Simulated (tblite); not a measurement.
**C$_{2}$H$_{8}$BSi (charge −1): geometry relaxation**

System: C$_{2}$H$_{8}$BSi, charge −1.
Method: GFN2-xTB geometry optimisation, gas phase (tblite 0.8.0).

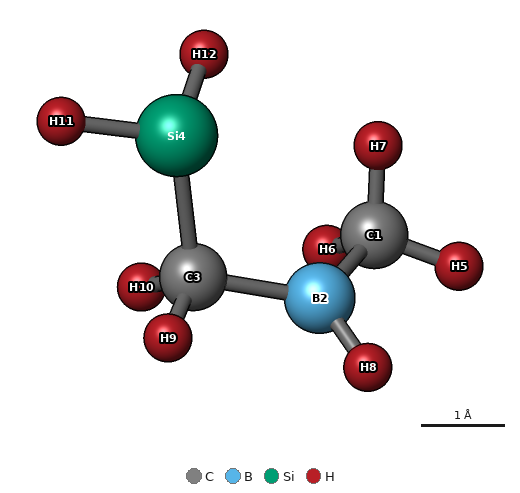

Figure 1. The input geometry (ball-and-stick view, seen at a tilt; atoms are numbered from 1 in the order of the input). Bond lengths as drawn: B–C 1.58 to 1.61 Å, B–H 1.17 Å, C–H 1.11 Å, C–Si 1.87 Å and H–Si 1.46 to 1.47 Å.

## Summary

```tsv
quantity	value
outcome	converged
total energy	−311.6017 eV
hardware	1 CPU thread, shared host
peak memory	0.18 GiB
```

## Input file
```
{"job": {"xc": "GFN2-xTB", "basis": "xTB", "kind": "relax"}, "charge": -1, "multiplicity": 1}
C     -1.583700     0.623500    -0.282400
B     -0.651600    -0.613800    -0.581900
C      0.663200    -0.887600     0.308200
Si     1.945000     0.436800    -0.025300
H     -2.477200     0.583500    -0.943600
H     -1.936300     0.596200     0.771900
H     -1.039600     1.573700    -0.469900
H     -0.963000    -1.408200    -1.381100
H      1.083900    -1.876300     0.037400
H      0.380600    -0.887000     1.385600
H      3.152700     0.118300     0.757500
H      1.427200     1.740200     0.397700
```

The first line tells a small driver script what to run in tblite; the rest is the geometry in Å.

Launched with:
```bash
OMP_NUM_THREADS=1 python <driver script> task.json out
```

## Log
```
step      E/eV     max force
  0    -310.27862    2.219
  1    -310.42729    1.047
  2    -310.49922    0.863
  3    -310.53438    0.722
  4    -310.59161    0.485
  5    -310.61278    0.403
  6    -310.64361    0.393
  7    -310.66090    0.417
  8    -310.67768    0.376
  9    -310.69151    0.341
 10    -310.70341    0.331
 11    -310.71177    0.227
 12    -310.71783    0.223
 13    -310.72316    0.215
 14    -310.73114    0.288
 15    -310.74118    0.297
 16    -310.75084    0.297
 17    -310.75996    0.347
 18    -310.77217    0.344
 19    -310.78990    0.455
 20    -310.81414    0.631
 21    -310.84367    0.865
 22    -310.87953    0.842
 23    -310.92013    0.580
 24    -310.96183    0.902
 25    -310.98771    0.915
 26    -311.04954    0.897
 27    -311.12914    0.759
 28    -311.13698    0.969
 29    -311.19862    0.636
 30    -311.25698    0.912
 31    -311.29079    0.427
 32    -311.31390    0.396
 33    -311.33855    0.385
 34    -311.36003    0.356
 35    -311.37881    0.378
 36    -311.39759    0.423
 37    -311.42164    0.449
 38    -311.44656    0.353
 39    -311.46474    0.315
 40    -311.47453    0.277
 41    -311.48082    0.217
 42    -311.48710    0.176
 43    -311.49202    0.168
 44    -311.49588    0.172
 45    -311.50048    0.217
 46    -311.50531    0.159
 47    -311.50909    0.149
 48    -311.51205    0.176
 49    -311.51587    0.201
 50    -311.52177    0.250
 51    -311.52846    0.212
 52    -311.53334    0.145
 53    -311.53597    0.163
 54    -311.53810    0.177
 55    -311.54063    0.147
 56    -311.54282    0.091
 57    -311.54390    0.065
 58    -311.54443    0.076
 59    -311.54500    0.086
 60    -311.54586    0.081
 61    -311.54684    0.081
 62    -311.54774    0.080
 63    -311.54839    0.070
 64    -311.54887    0.061
 65    -311.54927    0.062
 66    -311.54955    0.046
 67    -311.54974    0.034
 68    -311.54990    0.036
 69    -311.55009    0.055
 70    -311.55039    0.081
 71    -311.55082    0.090
 72    -311.55134    0.069
 73    -311.55185    0.051
 74    -311.55225    0.053
 75    -311.55263    0.056
 76    -311.55316    0.078
 77    -311.55389    0.091
 78    -311.55484    0.108
 79    -311.55607    0.144
 80    -311.55772    0.161
 81    -311.56007    0.159
 82    -311.56336    0.158
 83    -311.56537    0.186
 84    -311.54426    0.761
 85    -311.56955    0.105
 86    -311.57106    0.107
 87    -311.57425    0.254
 88    -311.57592    0.160
 89    -311.58032    0.151
 90    -311.58401    0.227
 91    -311.58235    0.408
 92    -311.58900    0.160
 93    -311.59106    0.130
 94    -311.59221    0.257
 95    -311.59549    0.081
 96    -311.59653    0.082
 97    -311.59860    0.079
 98    -311.59922    0.079
 99    -311.60036    0.070
100    -311.60077    0.051
101    -311.60106    0.030
102    -311.60119    0.026
103    -311.60131    0.031
104    -311.60142    0.025
105    -311.60149    0.017
106    -311.60153    0.014
107    -311.60156    0.012
108    -311.60159    0.014
109    -311.60162    0.016
110    -311.60164    0.016
111    -311.60165    0.011
112    -311.60166    0.006
113    -311.60166    0.004
114    -311.60166    0.005
115    -311.60167    0.005
116    -311.60167    0.004
117    -311.60167    0.005
118    -311.60168    0.005
119    -311.60168    0.006
120    -311.60168    0.006
121    -311.60168    0.004
122    -311.60169    0.002
```

## Trajectory as extended XYZ (Å, eV, eV/Å), 9 of the 12 frames kept, from step=0 to step=122
```
12
Properties=species:S:1:pos:R:3:forces:R:3 step=0 energy=-310.27862
C    -1.5837    0.6235   -0.2824   -0.4680   0.1310  -0.1460
B    -0.6516   -0.6138   -0.5819    1.8470  -0.1790   1.2160
C     0.6632   -0.8876    0.3082   -1.9950  -0.5330  -0.1780
Si    1.9450    0.4368   -0.0253    0.7710   0.6460  -1.0260
H    -2.4772    0.5835   -0.9436    0.3350   0.3540   0.4520
H    -1.9363    0.5962    0.7719    0.2120   0.2840  -0.6270
H    -1.0396    1.5737   -0.4699   -0.4540  -0.5810   0.2810
H    -0.9630   -1.4082   -1.3811   -0.0600  -0.0770  -0.4750
H     1.0839   -1.8763    0.0374   -0.0130   0.4080   0.4090
H     0.3806   -0.8870    1.3856    0.2300  -0.2200  -0.2510
H     3.1527    0.1183    0.7575   -0.4140   0.0430   0.0880
H     1.4272    1.7402    0.3977    0.0100  -0.2760   0.2550
12
Properties=species:S:1:pos:R:3:forces:R:3 step=11 energy=-310.71177
C    -1.5996    0.5934   -0.2592    0.0620  -0.0980  -0.0040
B    -0.6163   -0.6497   -0.5300   -0.0710   0.0350  -0.1520
C     0.5845   -0.9335    0.3258    0.0250   0.0810   0.0240
Si    1.9348    0.4336   -0.2419   -0.0460  -0.0130  -0.1080
H    -2.4792    0.6167   -0.9112    0.0470  -0.0370   0.0620
H    -1.9548    0.6503    0.7732    0.0250  -0.0040  -0.0280
H    -1.0398    1.5115   -0.4484   -0.0250  -0.0190   0.0340
H    -0.8306   -1.3032   -1.5164    0.1300   0.1770   0.0580
H     1.1001   -1.8784    0.1483   -0.0210  -0.1100   0.0180
H     0.5121   -0.7778    1.3986   -0.1000   0.0180   0.1660
H     2.9710    0.0992    0.7754    0.1470  -0.1600  -0.0040
H     1.4189    1.6372    0.4596   -0.1720   0.1290  -0.0660
12
Properties=species:S:1:pos:R:3:forces:R:3 step=33 energy=-311.33855
C    -1.4441    0.6232   -0.2824   -0.2120  -0.0270   0.0080
B    -0.2325   -0.4102   -0.6761    0.0110  -0.0520   0.3810
C     0.5000   -1.0405    0.6070   -0.0630   0.1630  -0.0090
Si    1.5022    0.3951   -0.1779   -0.1490  -0.1170  -0.1170
H    -2.3445    0.4610   -0.8799   -0.0990  -0.0560  -0.0940
H    -1.7525    0.5076    0.7619    0.0240  -0.1310   0.0200
H    -1.2154    1.6853   -0.3755    0.2020   0.0810  -0.1670
H    -0.4170   -1.0909   -1.6537    0.0910   0.0650   0.0150
H     0.9557   -2.0347    0.5216    0.0840   0.2100  -0.0400
H     0.1124   -0.9272    1.6228   -0.1240   0.0670  -0.0560
H     2.9290    0.0719    0.0591    0.1920  -0.0010  -0.2280
H     1.4078    1.7588    0.4470    0.0440  -0.2020   0.2870
12
Properties=species:S:1:pos:R:3:forces:R:3 step=44 energy=-311.49588
C    -1.4880    0.5992   -0.3133   -0.0660   0.0860   0.0080
B    -0.2377   -0.4079   -0.6411   -0.0900   0.0730   0.0170
C     0.5059   -0.9904    0.6458   -0.1240  -0.0920  -0.0750
Si    1.4763    0.4310   -0.1587    0.0740   0.1310  -0.0040
H    -2.3872    0.4387   -0.9182    0.0360  -0.0920  -0.0440
H    -1.8013    0.5204    0.7320   -0.0260  -0.0440   0.0030
H    -1.2054    1.6452   -0.4536   -0.0960   0.0460  -0.0450
H    -0.3396   -1.0846   -1.6371    0.0480   0.0480   0.0740
H     0.9790   -1.9681    0.5960    0.0530  -0.1350   0.0080
H     0.0722   -0.8416    1.6336    0.0440   0.0440   0.0760
H     2.9128    0.0758   -0.3057    0.0590  -0.0390   0.0020
H     1.5142    1.5816    0.7942    0.0890  -0.0250  -0.0220
12
Properties=species:S:1:pos:R:3:forces:R:3 step=66 energy=-311.54955
C    -1.5747    0.5952   -0.3334    0.0100  -0.0110  -0.0020
B    -0.2257   -0.2973   -0.5888    0.0200  -0.0340  -0.0230
C     0.5061   -0.9616    0.6660    0.0070   0.0060  -0.0080
Si    1.5246    0.4635   -0.0921   -0.0180  -0.0080  -0.0040
H    -2.4103    0.2568   -0.9543   -0.0120  -0.0260   0.0000
H    -1.9186    0.5377    0.7032    0.0270   0.0120   0.0210
H    -1.4400    1.6568   -0.5544   -0.0080   0.0270  -0.0150
H    -0.2342   -0.9408   -1.6120   -0.0190   0.0250   0.0050
H     0.9296   -1.9644    0.5875    0.0000   0.0080  -0.0060
H     0.1173   -0.8079    1.6738   -0.0040   0.0150   0.0020
H     2.8844   -0.0241   -0.4660    0.0050  -0.0040   0.0120
H     1.8428    1.4854    0.9443   -0.0090  -0.0100   0.0180
12
Properties=species:S:1:pos:R:3:forces:R:3 step=77 energy=-311.55389
C    -1.5706    0.5927   -0.3323   -0.0050  -0.0060  -0.0020
B    -0.2151   -0.2780   -0.6107   -0.0070  -0.0740   0.0530
C     0.4967   -0.9544    0.6479    0.0230   0.0140   0.0220
Si    1.5327    0.4711   -0.0819   -0.0610  -0.0100  -0.0080
H    -2.4248    0.1858   -0.8841   -0.0120   0.0060   0.0160
H    -1.8507    0.5784    0.7253    0.0170   0.0610  -0.0180
H    -1.4886    1.6441   -0.6225   -0.0140   0.0000  -0.0050
H    -0.2335   -0.9020   -1.6444    0.0470   0.0150   0.0000
H     0.9317   -1.9526    0.5878   -0.0240  -0.0340  -0.0400
H     0.0929   -0.7936    1.6490   -0.0180  -0.0080  -0.0090
H     2.8788   -0.0588   -0.4397    0.0440   0.0390  -0.0040
H     1.8518    1.4665    0.9797    0.0090  -0.0010  -0.0070
12
Properties=species:S:1:pos:R:3:forces:R:3 step=88 energy=-311.57592
C    -1.5508    0.5955   -0.3330   -0.0270   0.0480   0.0690
B    -0.1968   -0.2561   -0.6501    0.0130   0.0080   0.0850
C     0.4680   -0.9789    0.6058    0.0410   0.0060   0.0260
Si    1.5344    0.4708   -0.0372   -0.1150  -0.0370   0.0070
H    -2.4523    0.0260   -0.5961    0.0540   0.0560   0.0670
H    -1.6183    0.8308    0.7372   -0.0510  -0.0200  -0.1500
H    -1.6245    1.5516   -0.8609    0.0120  -0.0200  -0.0710
H    -0.1784   -0.8411   -1.7049   -0.0320   0.0450  -0.0230
H     0.8645   -1.9925    0.5363    0.0650   0.0050  -0.0060
H     0.0174   -0.8238    1.5887    0.0500  -0.0660  -0.0080
H     2.9061    0.0086   -0.3929    0.0120  -0.0510  -0.0080
H     1.8320    1.4084    1.0812   -0.0230   0.0250   0.0130
12
Properties=species:S:1:pos:R:3:forces:R:3 step=110 energy=-311.60164
C    -1.5429    0.6237   -0.3362   -0.0100   0.0110  -0.0050
B    -0.2023   -0.2515   -0.6358   -0.0110   0.0030   0.0030
C     0.4759   -1.0219    0.5850    0.0030  -0.0010   0.0030
Si    1.5145    0.4716    0.0061    0.0080  -0.0020   0.0000
H    -2.4437   -0.0013   -0.3393    0.0060   0.0020   0.0030
H    -1.5054    1.1142    0.6397   -0.0010  -0.0040   0.0000
H    -1.7131    1.4105   -1.0791    0.0000  -0.0080   0.0040
H    -0.1914   -0.7923   -1.7146    0.0040  -0.0040  -0.0110
H     0.9113   -2.0114    0.4367    0.0000  -0.0020  -0.0010
H     0.0394   -0.9590    1.5826    0.0000   0.0040   0.0010
H     2.9000    0.0268   -0.3261    0.0010  -0.0010   0.0020
H     1.7587    1.3898    1.1548    0.0000   0.0020   0.0020
12
Properties=species:S:1:pos:R:3:forces:R:3 step=122 energy=-311.60169
C    -1.5434    0.6244   -0.3361   -0.0010   0.0000   0.0000
B    -0.2019   -0.2496   -0.6369   -0.0010   0.0010   0.0010
C     0.4757   -1.0223    0.5832   -0.0010   0.0020   0.0010
Si    1.5159    0.4710    0.0074   -0.0010   0.0010   0.0000
H    -2.4418   -0.0039   -0.3290    0.0020   0.0000   0.0000
H    -1.5020    1.1215    0.6361    0.0010  -0.0010   0.0010
H    -1.7209    1.4048   -1.0836    0.0010  -0.0010  -0.0010
H    -0.1891   -0.7886   -1.7171    0.0000  -0.0010  -0.0020
H     0.9095   -2.0124    0.4342   -0.0010   0.0020   0.0000
H     0.0390   -0.9590    1.5808   -0.0010  -0.0010   0.0000
H     2.9017    0.0256   -0.3227    0.0020   0.0000  -0.0010
H     1.7584    1.3879    1.1579    0.0000  -0.0010   0.0000
```
